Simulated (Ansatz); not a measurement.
## Zr2PN: relaxing a made-up structure

This structure for Zr2PN is made up. Its elements were placed in a known structure type with a cell scaled to their sizes. What cell does the guess relax to, and how far off was it?

Calculated with Ansatz 0.2.0; DFT, PBEsol, plane-wave PAW, files of the set soft_1, scalar-relativistic, no spin, cell and ions relaxed at zero pressure; PAW set soft_1, in the first sound run; inputs show where later runs differ.

### Step 1. The starting structure

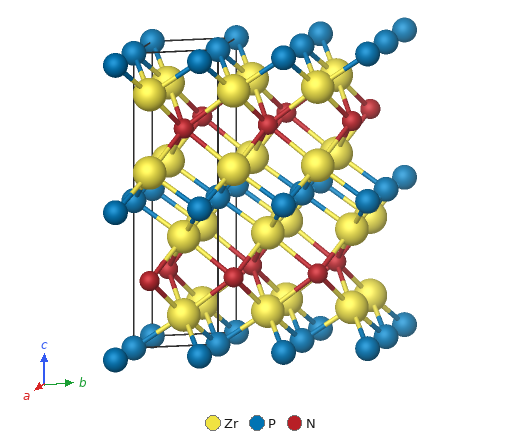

Start, viewed slightly off an axis; zirconium yellow, phosphorus blue, nitrogen red. 2×3×1 cells are drawn. Bonds to atoms that aren't drawn are left out. Some periodic images of atoms are drawn too.

### Step 2. Relaxation of the guess

The guessed cell has no reason to be at equilibrium. It is relaxed with the atoms, within the space group of the guess.

Contents of input.yaml:

```yaml
crystal:
  lattice:
    - [3.547, 0.0, 0.0]
    - [-1.7735, 3.071792107, 0.0]
    - [0.0, 0.0, 11.943]
  atoms:
    - { symbol: Zr, position: [0.333333333, 0.666666667, 0.1171] }
    - { symbol: Zr, position: [0.666666667, 0.333333333, 0.6171] }
    - { symbol: Zr, position: [0.666666667, 0.333333333, 0.8829] }
    - { symbol: Zr, position: [0.333333333, 0.666666667, 0.3829] }
    - { symbol: P, position: [0.0, 0.0, 0.0] }
    - { symbol: P, position: [0.0, 0.0, 0.5] }
    - { symbol: "N", position: [0.333333333, 0.666666667, 0.75] }
    - { symbol: "N", position: [0.666666667, 0.333333333, 0.25] }
kpoints:
  mp_grid: { grid: [9, 9, 3] }
scf:
  occupations: { method: fermi_dirac, width: 0.05 }
hamiltonian:
  xc: pbesol
  pseudopotentials: { kind: paw, azcp: { folder: soft_1 }, xc_functional: pbe }
relax:
  f_tol: 0.015
  max_steps: 70
  cell: {}
output:
  forces: true
  stress: true
```

Command:

```sh
$ ansatz run input.yaml --threads 4 --pin off --max-ram 10240MiB --backend cpu --events-out ev --progress --plain --runs-dir out
```

Numbers of over 12 decimals in the logs are rounded to 6 here.

The program printed:

```text
Engine: ansatz 0.2.0, aarch64-unknown-linux-gnu
Pseudopotentials: kind: paw
Pseudopotential: Zr, paw, valence charge 12, recommended cutoff 420 eV (normal), soft_1/Zr.paw.azcp
Pseudopotential: P, paw, valence charge 5, recommended cutoff 420 eV (normal), soft_1/P.paw.azcp
Pseudopotential: N, paw, valence charge 5, recommended cutoff 420 eV (normal), soft_1/N.paw.azcp
Functional definition: PBEsol
  exchange = pbesol_x
  correlation = pbesol_c
Crystal: 8 atoms, lattice volume = 130.127 Å³
Basis set: ecut = 420 eV, 2517 PW (Γ), exchange–correlation on 48×48×160 points (8 copies of the dense FFT grid, shifted against one another)
Bands: 42, of which v1, the nominal top of the filled ones, is band 34 counted from 1 (33 counted from 0)
Symmetry: 24 space group operations
Space group: P63/mmc (ITA 194), of the structure as read, at distance tolerance 5.1e-5 Å
k-points: 24 of 243
Non-local potential: Zr, projectors of the file, l = 0: 3, l = 1: 2, l = 2: 2, l = 3: 1
Non-local potential: P, projectors of the file, l = 0: 2, l = 1: 2, l = 2: 1
Non-local potential: N, projectors of the file, l = 0: 2, l = 1: 2, l = 2: 1
PAW form: soft (Blöchl's): semilocal exchange-correlation on the pseudo side does not see the compensation charge
PAW frozen core: Zr, regenerated for the run's functional, and the local potential with it (the file was generated under x = pbe(κ = 0.804, μ = 0.219515), c = pbe(β = 0.066725))
PAW frozen core: P, regenerated for the run's functional, and the local potential with it (the file was generated under x = pbe(κ = 0.804, μ = 0.219515), c = pbe(β = 0.066725))
PAW frozen core: N, regenerated for the run's functional, and the local potential with it (the file was generated under x = pbe(κ = 0.804, μ = 0.219515), c = pbe(β = 0.066725))
PAW one-centre angular grid: Zr, 590 points (default); XC on 64 Gauss nodes
PAW one-centre angular grid: P, 110 points (default); XC on 64 Gauss nodes
PAW one-centre angular grid: N, 110 points (default); XC on 64 Gauss nodes
Initial density: superposition of atomic densities (chi_scale 0.1, normalization cell, long waves kept (reshape's long-wave potential 0.07 eV rms))
Initial wavefunctions: pseudopotential atomic-orbital guess
Functional: x = pbesol(κ = 0.804, μ = 0.123457), c = pbesol(β = 0.046)
SCF iter   1: F=—  HF=-18764.510627 eV  |F-HF|=—  |Δ(HF+E_count)|=         —  Δρ=9.02e-2  dr2=2.84e1  ethr=3.10e-3  ⟨swp⟩=6.8  Hψ=4728  notcnv=0
preconditioner: auto → Kerker (q_TF=auto, 2.449 Å⁻¹)  [metal: Δε(μ)=0.032 eV  Ē_g=6.995 eV  σ=0.050 eV  W_gap=0.16  n_scr=38 (ndim 8)  ℏωp=19.5 eV  f_vac=0.000  D(μ)=3.03/eV (n_scr^D=12)]
SCF iter   2: F=—  HF=-18761.572722 eV  |F-HF|=—  |Δ(HF+E_count)|=    2.94e0  Δρ=3.17e-2  dr2=5.90e0  ethr=3.10e-3  ⟨swp⟩=3.3  Hψ=1960  notcnv=0  defer=31
SCF iter   3: F=—  HF=-18760.694096 eV  |F-HF|=—  |Δ(HF+E_count)|=   8.79e-1  Δρ=1.16e-2  dr2=9.61e-1  ethr=3.10e-3  ⟨swp⟩=3.0  Hψ=1774  notcnv=0  defer=32
SCF iter   4: F=—  HF=-18760.457188 eV  |F-HF|=—  |Δ(HF+E_count)|=   2.37e-1  Δρ=3.35e-3  dr2=3.93e-2  ethr=1.41e-3  ⟨swp⟩=3.0  Hψ=1627  notcnv=0  defer=32
SCF iter   5: F=—  HF=-18760.451634 eV  |F-HF|=—  |Δ(HF+E_count)|=   5.55e-3  Δρ=1.07e-3  dr2=3.15e-3  ethr=5.78e-5  ⟨swp⟩=2.6  Hψ=1636  notcnv=0  defer=30
SCF iter   6: F=—  HF=-18760.451040 eV  |F-HF|=—  |Δ(HF+E_count)|=   5.94e-4  Δρ=2.41e-4  dr2=9.71e-5  ethr=4.64e-6  ⟨swp⟩=2.0  Hψ=1416  notcnv=0  defer=30
SCF iter   7: F=—  HF=-18760.450948 eV  |F-HF|=—  |Δ(HF+E_count)|=   9.20e-5  Δρ=6.40e-5  dr2=6.29e-6  ethr=1.43e-7  ⟨swp⟩=2.3  Hψ=1511  notcnv=0  defer=30
SCF iter   8: F=—  HF=-18760.450948 eV  |F-HF|=—  |Δ(HF+E_count)|=   1.04e-7  Δρ=1.15e-5  dr2=2.32e-7  ethr=9.25e-9  ⟨swp⟩=2.4  Hψ=1723  notcnv=0  defer=30
SCF iter   9: F=-18760.450948 eV  HF=-18760.450948 eV  |F-HF|=1.29e-8  |Δ(HF+E_count)|=   7.31e-9  Δρ=2.65e-6  dr2=2.07e-8  ethr=1.47e-10  ⟨swp⟩=4.9  Hψ=3423  notcnv=0
SCF 1 converged in 9 iterations: F = -18760.450948 eV  dr2 = 2.07e-8
  greatest PAW one-centre occupation: 0.995 electrons in one spin orbital (limit 2), on the Zr atom at site 3 (counted from 0), in its partial waves of l = 0
relax step   1: F+E_penalty+E_count = -18760.45094818 eV  Δ(F+E_penalty+E_count) = +0.000e0 eV  max|allowed force component| = 3.107e0 eV/Å  Δτ_max = 0.0000 Å  P = -6.849 GPa  Ω = 130.127 Å³  (9 SCF iters, dr2 threshold 1.00e-7 eV, accepted)
Crystal: 8 atoms, lattice volume = 120.717 Å³
Basis set: ecut = 420 eV, 2337 PW (Γ), exchange–correlation on 48×48×160 points (8 copies of the dense FFT grid, shifted against one another)
Initial density: handed on by an earlier stage of this run
Initial wavefunctions: those handed on with the density
SCF iter   1: F=—  HF=-18762.215838 eV  |F-HF|=—  |Δ(HF+E_count)|=         —  Δρ=2.96e-2  dr2=2.70e0  ethr=3.10e-3  ⟨swp⟩=10.2  Hψ=5236  notcnv=0
preconditioner: auto → Kerker (q_TF=auto, 2.479 Å⁻¹)  [metal: Δε(μ)=0.073 eV  Ē_g=7.311 eV  σ=0.050 eV  W_gap=0.34  n_scr=38 (ndim 8)  ℏωp=20.3 eV  f_vac=0.000  D(μ)=3.26/eV (n_scr^D=26)]
SCF iter   2: F=—  HF=-18761.814557 eV  |F-HF|=—  |Δ(HF+E_count)|=   4.01e-1  Δρ=1.38e-2  dr2=7.05e-1  ethr=3.10e-3  ⟨swp⟩=2.2  Hψ=1486  notcnv=0  defer=19
SCF iter   3: F=—  HF=-18761.678642 eV  |F-HF|=—  |Δ(HF+E_count)|=   1.36e-1  Δρ=6.94e-3  dr2=1.55e-1  ethr=1.04e-3  ⟨swp⟩=2.9  Hψ=1486  notcnv=0  defer=23
SCF iter   4: F=—  HF=-18761.650718 eV  |F-HF|=—  |Δ(HF+E_count)|=   2.79e-2  Δρ=2.25e-3  dr2=1.16e-2  ethr=2.28e-4  ⟨swp⟩=2.8  Hψ=1645  notcnv=0  defer=23
SCF iter   5: F=—  HF=-18761.647259 eV  |F-HF|=—  |Δ(HF+E_count)|=   3.46e-3  Δρ=5.33e-4  dr2=6.73e-4  ethr=1.70e-5  ⟨swp⟩=2.0  Hψ=1462  notcnv=0  defer=23
SCF iter   6: F=—  HF=-18761.647065 eV  |F-HF|=—  |Δ(HF+E_count)|=   1.93e-4  Δρ=1.28e-4  dr2=3.04e-5  ethr=9.90e-7  ⟨swp⟩=2.0  Hψ=1352  notcnv=0  defer=23
SCF iter   7: F=—  HF=-18761.647063 eV  |F-HF|=—  |Δ(HF+E_count)|=   2.35e-6  Δρ=3.22e-5  dr2=1.75e-6  ethr=4.47e-8  ⟨swp⟩=2.0  Hψ=1467  notcnv=0  defer=23
SCF iter   8: F=-18761.647063 eV  HF=-18761.647063 eV  |F-HF|=1.08e-9  |Δ(HF+E_count)|=   7.00e-8  Δρ=6.82e-6  dr2=5.65e-8  ethr=1.18e-9  ⟨swp⟩=4.5  Hψ=3549  notcnv=0
SCF 2 converged in 8 iterations: F = -18761.647063 eV  dr2 = 5.65e-8
relax step   2: F+E_penalty+E_count = -18761.64706319 eV  Δ(F+E_penalty+E_count) = -1.196e0 eV  max|allowed force component| = 7.349e-1 eV/Å  Δτ_max = 0.1987 Å  P = +1.749 GPa  Ω = 120.717 Å³  energy of the carried Pulay correction = +5.424e-3 eV  (8 SCF iters, dr2 threshold 8.00e-7 eV, accepted)
Crystal: 8 atoms, lattice volume = 120.088 Å³
Basis set: ecut = 420 eV, 2381 PW (Γ), exchange–correlation on 48×48×160 points (8 copies of the dense FFT grid, shifted against one another)
iter 1 solved again at ethr=1.30e-4 eV; its pass at ethr=3.10e-3 eV (dr2=8.84e-2 eV) is discarded
SCF iter   1: F=—  HF=-18761.939855 eV  |F-HF|=—  |Δ(HF+E_count)|=         —  Δρ=7.51e-3  dr2=8.80e-2  ethr=1.30e-4  ⟨swp⟩=2.1  Hψ=6418  notcnv=0
preconditioner: auto → Kerker (q_TF=auto, 2.482 Å⁻¹)  [metal: Δε(μ)=0.031 eV  Ē_g=7.300 eV  σ=0.050 eV  W_gap=0.15  n_scr=38 (ndim 8)  ℏωp=20.3 eV  f_vac=0.000  D(μ)=4.35/eV (n_scr^D=38)]
SCF iter   2: F=—  HF=-18761.919381 eV  |F-HF|=—  |Δ(HF+E_count)|=   2.05e-2  Δρ=4.35e-3  dr2=3.19e-2  ethr=1.29e-4  ⟨swp⟩=1.2  Hψ=1013  notcnv=0
SCF iter   3: F=—  HF=-18761.908131 eV  |F-HF|=—  |Δ(HF+E_count)|=   1.13e-2  Δρ=6.03e-4  dr2=3.63e-4  ethr=4.69e-5  ⟨swp⟩=3.0  Hψ=1823  notcnv=0
SCF iter   4: F=—  HF=-18761.907997 eV  |F-HF|=—  |Δ(HF+E_count)|=   1.34e-4  Δρ=3.80e-4  dr2=1.87e-4  ethr=5.34e-7  ⟨swp⟩=2.0  Hψ=1701  notcnv=0
SCF iter   5: F=—  HF=-18761.907961 eV  |F-HF|=—  |Δ(HF+E_count)|=   3.56e-5  Δρ=8.15e-5  dr2=1.10e-5  ethr=2.75e-7  ⟨swp⟩=2.0  Hψ=1428  notcnv=0
SCF iter   6: F=—  HF=-18761.907960 eV  |F-HF|=—  |Δ(HF+E_count)|=   9.06e-7  Δρ=1.80e-5  dr2=1.05e-6  ethr=1.61e-8  ⟨swp⟩=2.2  Hψ=1288  notcnv=0
SCF iter   7: F=-18761.907960 eV  HF=-18761.907960 eV  |F-HF|=8.41e-8  |Δ(HF+E_count)|=   1.23e-7  Δρ=4.91e-6  dr2=1.01e-7  ethr=1.18e-9  ⟨swp⟩=4.3  Hψ=3120  notcnv=0
SCF 3 converged in 7 iterations: F = -18761.907960 eV  dr2 = 1.01e-7
relax step   3: F+E_penalty+E_count = -18761.90796014 eV  Δ(F+E_penalty+E_count) = -2.609e-1 eV  max|allowed force component| = 3.558e-1 eV/Å  Δτ_max = 0.0058 Å  P = +0.865 GPa  Ω = 120.088 Å³  energy of the carried Pulay correction = +5.802e-3 eV  (7 SCF iters, dr2 threshold 8.00e-7 eV, accepted)
[...]
relax step   4: F+E_penalty+E_count = -18761.91966237 eV  Δ(F+E_penalty+E_count) = -1.170e-2 eV  max|allowed force component| = 2.674e-2 eV/Å  Δτ_max = 0.0157 Å  P = -0.924 GPa  Ω = 121.311 Å³  energy of the carried Pulay correction = +5.070e-3 eV  (6 SCF iters, dr2 threshold 8.00e-7 eV, accepted)
[...]
relax step   5: F+E_penalty+E_count = -18761.92172947 eV  Δ(F+E_penalty+E_count) = -2.067e-3 eV  max|allowed force component| = 1.610e-2 eV/Å  Δτ_max = 0.0004 Å  P = -0.129 GPa  Ω = 120.795 Å³  energy of the carried Pulay correction = +5.378e-3 eV  (5 SCF iters, dr2 threshold 8.00e-7 eV, accepted)
[...]
relax step   6: F+E_penalty+E_count = -18761.92186496 eV  Δ(F+E_penalty+E_count) = -1.355e-4 eV  max|allowed force component| = 2.743e-3 eV/Å  Δτ_max = 0.0009 Å  P = -0.011 GPa  Ω = 120.711 Å³  energy of the carried Pulay correction = +5.428e-3 eV  (5 SCF iters, dr2 threshold 5.20e-8 eV, accepted)
[...]
relax step   7: F+E_penalty+E_count = -18761.91963255 eV  Δ(F+E_penalty+E_count) = +2.232e-3 eV  max|allowed force component| = 2.945e-3 eV/Å  Δτ_max = 0.0000 Å  P = -0.054 GPa  Ω = 120.711 Å³  stress off target by 9.46e-2 GPa  SCF on the basis re-selected at this cell (its energy is not comparable with the rows above)  (6 SCF iters)
[...]
relax step   8: F+E_penalty+E_count = -18761.91970396 eV  Δ(F+E_penalty+E_count) = -7.141e-5 eV  max|allowed force component| = 7.836e-4 eV/Å  Δτ_max = 0.0007 Å  P = +0.002 GPa  Ω = 120.662 Å³  energy of the carried Pulay correction = +2.757e-5 eV  (5 SCF iters, dr2 threshold 2.24e-8 eV, accepted)
iter 1 solved again at ethr=4.66e-7 eV; its pass at ethr=3.10e-3 eV (dr2=3.17e-4 eV) is discarded
SCF iter   1: F=—  HF=-18761.919681 eV  |F-HF|=—  |Δ(HF+E_count)|=         —  Δρ=4.56e-6  dr2=2.32e-8  ethr=4.66e-7  ⟨swp⟩=3.5  Hψ=6885  notcnv=0
eigensolver tolerance schedule: the retry pair's looser diagonalisation over-reported the residual by 13647.91 of it (diagonalisation noise at an unbounded share of the residual, at the tolerance the schedule requests for it); recorded, not acted on — ethr = c·dr2/N_el stays at c = 1.0e-1
SCF iter   2: F=—  HF=-18761.919667 eV  |F-HF|=—  |Δ(HF+E_count)|=   1.38e-5  Δρ=2.56e-6  dr2=8.12e-9  ethr=3.41e-11  ⟨swp⟩=3.4  Hψ=2481  notcnv=0
SCF iter   3: F=—  HF=-18761.919667 eV  |F-HF|=—  |Δ(HF+E_count)|=  3.20e-10  Δρ=9.97e-7  dr2=2.74e-9  ethr=1.19e-11  ⟨swp⟩=2.0  Hψ=1342  notcnv=0
SCF iter   4: F=—  HF=-18761.919667 eV  |F-HF|=—  |Δ(HF+E_count)|=  4.00e-10  Δρ=4.98e-7  dr2=1.21e-9  ethr=4.03e-12  ⟨swp⟩=2.4  Hψ=1401  notcnv=0
SCF iter   5: F=—  HF=-18761.919667 eV  |F-HF|=—  |Δ(HF+E_count)|=  1.24e-10  Δρ=3.99e-7  dr2=4.98e-10  ethr=1.78e-12  ⟨swp⟩=1.4  Hψ=1057  notcnv=0
SCF iter   6: F=-18761.919667 eV  HF=-18761.919667 eV  |F-HF|=2.91e-11  |Δ(HF+E_count)|=  1.09e-10  Δρ=8.56e-8  dr2=3.02e-11  ethr=1.00e-12  ⟨swp⟩=2.9  Hψ=3693  notcnv=0
SCF 9 converged in 6 iterations: F = -18761.919667 eV  dr2 = 3.02e-11
relax step   9: F+E_penalty+E_count = -18761.91966743 eV  Δ(F+E_penalty+E_count) = +3.652e-5 eV  max|allowed force component| = 7.995e-4 eV/Å  Δτ_max = 0.0000 Å  P = +0.002 GPa  Ω = 120.662 Å³  stress off target by 1.31e-2 GPa  SCF on the basis re-selected at this cell (its energy is not comparable with the rows above)  (6 SCF iters)
basis re-selected at this cell: Δ(F+E_penalty+E_count) = +3.652e-5 eV, ΔP = -0.000 GPa vs the last step (what re-selecting the basis moved, of the pressure what is left beyond the Pulay correction that the steps carried, after the strain that the cell walked since its last selection, with what the two solves' SCF thresholds leave and, on support functions, any second-order correction that the steps lacked; it is no m [...]
SCF converged after 6 iterations
Free energy (F): -18761.919667 eV
Harris-Foulkes:  -18761.919667 eV  (|F-HF|=2.91e-11)
Internal energy: -18761.886642 eV  (E = F + TS)
E sigma→0 (E₀):  -18761.903155 eV
Entropy (-TS):   -0.033026 eV (-4.128 meV/atom)
Fermi energy:    14.978665 eV
--- Per-component energies (eV) ---
  E_band       = -233.714113
  E_kinetic    = 1668.916615
  E_local      = -2681.957077  (includes V_loc(G=0)·N_el)
  E_nonlocal   = 439.249232
  E_hartree    = 894.257391
  E_xc         = -884.984394
  E_vxc        = -1012.457002  (∫ρ·V_xc dr)
  E_paw        = -12971.081803  (= ΣΔE_a)
  E_vpaw       = -435.982002  (= ΣTr[D̂ρ^β])
  E_aug_tail   = 0.001493  (compensation charges beyond the density's cutoff)
  E_ewald      = -5227.099373
  E_core_change = 0.811274  (= ΣΔE_core)
  E_smearing   = -0.033026  (= −TS)
  E_closure    = 0.000000  (closes the sum)
  Σ components = -18761.919667   (vs F -18761.919667, Δ=0.00e0)
--- Forces (eV/Å), atoms counted from 1 ---
  atom   1  Zr     0.00000000    -0.00000000    -0.00079951
  atom   2  Zr     0.00000000     0.00000000    -0.00079951
  atom   3  Zr     0.00000000     0.00000000     0.00079951
  atom   4  Zr     0.00000000    -0.00000000     0.00079951
  atom   5  P      0.00000000     0.00000000     0.00000000
  atom   6  P      0.00000000     0.00000000     0.00000000
  atom   7  N      0.00000000     0.00000000     0.00000000
  atom   8  N      0.00000000    -0.00000000     0.00000000
  max |Σ_I F_I| component: 5.55e-17 eV/Å
--- Stress (GPa, compression-positive) ---
       -0.003371       0.000000       0.000000
       -0.000000      -0.003371       0.000000
        0.000000       0.000000       0.013106
  P = ⅓ Tr σ = 0.0021 GPa (0.021 kbar)
--- Relaxed structure (7 steps of the walk, 7 accepted, 2 SCFs on fresh bases) ---
  F+E_penalty+E_count = -18761.91966743 eV   max|allowed force component| = 7.995e-4 eV/Å   (the final SCF, on the basis selected at the relaxed cell)
  cell:  # Å, volume = 120.6620 Å³
    - [3.371778, 0, 0.0]
    - [-1.685889, 2.920045, 0.0]
    - [0.0, 0.0, 12.255251]
  atoms:
    - { symbol: Zr, position: [0.333333, 0.666667, 0.134667] }
    - { symbol: Zr, position: [0.666667, 0.333333, 0.634667] }
    - { symbol: Zr, position: [0.666667, 0.333333, 0.865333] }
    - { symbol: Zr, position: [0.333333, 0.666667, 0.365333] }
    - { symbol: P, position: [0, 0, 5.787313781792759e-19] }
    - { symbol: P, position: [0, 0, 0.5] }
    - { symbol: N, position: [0.333333, 0.666667, 0.750000] }
    - { symbol: N, position: [0.666667, 0.333333, 0.25] }
```

It took 17 s on 4 threads of Arm Neoverse V2, shared host; peak memory 0.49 GiB; 63 s of CPU time.

Step by step:

| step | energy less that of the first step (eV) | largest force component (eV/Å) | pressure (GPa) | volume (Å³) |
| --- | --- | --- | --- | --- |
| 1 | 0.0000 | 3.1066 | -6.85 | 130.13 |
| 2 | -1.1961 | 0.7349 | 1.75 | 120.72 |
| 3 | -1.4570 | 0.3558 | 0.86 | 120.09 |
| 4 | -1.4687 | 0.0267 | -0.92 | 121.31 |
| 5 | -1.4708 | 0.0161 | -0.13 | 120.80 |
| 6 | -1.4709 | 0.0027 | -0.01 | 120.71 |
| 7* | -1.4687 | 0.0029 | -0.05 | 120.71 |
| 8 | -1.4688 | 0.0008 | 0.00 | 120.66 |
| 9* | -1.4687 | 0.0008 | 0.00 | 120.66 |

Relaxation steps marked * repeat the geometry before them on a plane-wave basis chosen anew for their cell, so energy and pressure can jump there.

The run keeps the 24 symmetry operations that it works with, so distortions that break them were not tested.

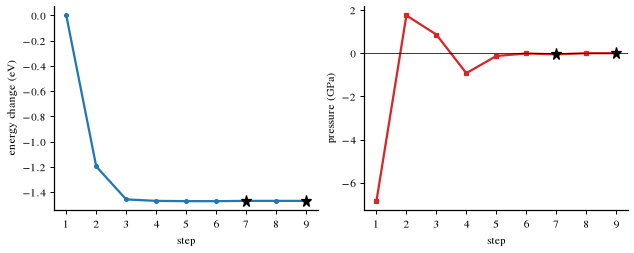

Energy and pressure along the relaxation. Stars mark steps on a basis chosen anew.

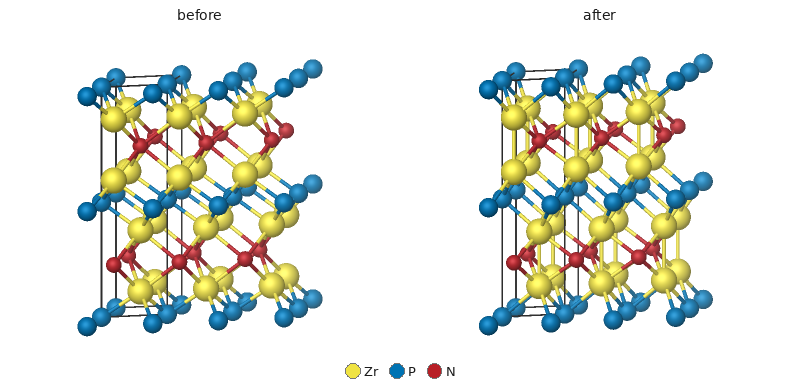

The structure before and after the relaxation, drawn at the same scale. Bonds to atoms that aren't drawn are left out.

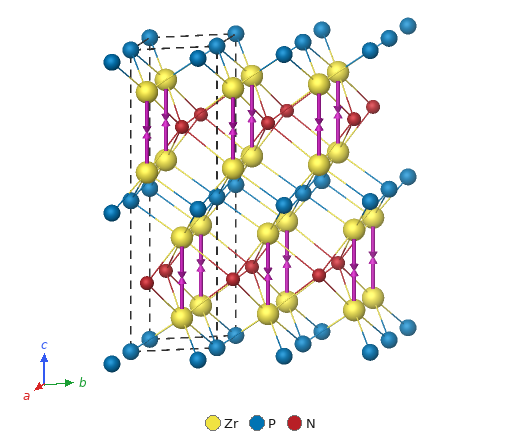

Displacements in the relaxation, exaggerated, measured against the changing cell; the longest in the cell stands for 0.22 Å. Bonds to atoms that aren't drawn are left out. 2×3×1 cells are drawn. Some periodic images of atoms are drawn too.

| conventional cell, symmetrised | before | after | change |
| --- | --- | --- | --- |
| a (Å) | 3.547 | 3.372 | -4.9 % |
| b (Å) | 3.547 | 3.372 | -4.9 % |
| c (Å) | 11.943 | 12.255 | +2.6 % |
| volume (Å³/atom) | 16.27 | 15.08 | -7.3 % |

The atoms that moved most (Å, as changes of fractional coordinates times the final cell):

| atom | dx | dy | dz | length |
| --- | --- | --- | --- | --- |
| Zr2 | 0.000 | 0.000 | 0.215 | 0.215 |
| Zr1 | 0.000 | 0.000 | 0.215 | 0.215 |
| Zr3 | 0.000 | 0.000 | -0.215 | 0.215 |
| Zr4 | 0.000 | 0.000 | -0.215 | 0.215 |

This step gave:

| Item | Value |
| --- | --- |
| free energy | -18761.9197 eV |
| energy at zero smearing | -18761.9032 eV |
| smearing term TS | 0.03303 eV |
| Fermi energy | 14.98 eV |
| electrons | 68 |
| symmetry operations | 24 |
| pressure | 0.002122 GPa |

Shortest distances by pair of elements, guess and relaxed (not always the same contact):

| pair | guess (Å) | relaxed (Å) |
| --- | --- | --- |
| N–Zr | 2.591 | 2.406 |
| P–Zr | 2.480 | 2.552 |
| Zr–Zr | 3.174 | 2.827 |
| P–P | 3.547 | 3.372 |
| N–N | 3.547 | 3.372 |

The relaxation ends with a largest force component of 8.0e-4 eV/Å and a pressure of 0.00 GPa.

(Continued in part 2 of 2.)

[Logs are printed without paths, hosts, clocks, repeated set-up lines and the standing remarks that a program may print on its own settings, such as how far it seeks lower states.]

[Hosts, paths, dates, database ids (printed as entryN), source tags and the programs' standing remarks are cut or masked in the printed files.]
